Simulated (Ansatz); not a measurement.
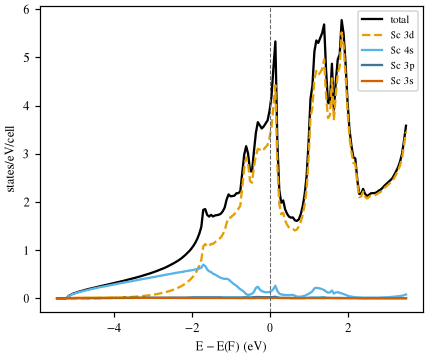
Fig. 1. Total and projected density of states of Sc (hcp (Mg type), space group No. 194), DFT-PBE+D3(BJ) in the program Ansatz with PAW potentials

Question: Which orbitals carry the states next to the Fermi level?

Answer: Within 0.5 eV of the Fermi level: Sc 3d 86 %, outside the projected shells 9 %. Projections are on Löwdin-orthogonalised atomic valence shells; empty p or d shells of many metals are not among them.

Space group P6_3/mmc (hcp (Mg type)). Symmetry was held in the PBE+D3(BJ) relaxation. No spin polarisation was allowed. The pairwise dispersion correction was not fitted to metals.

Potentials: the later of the program's two PAW sets.
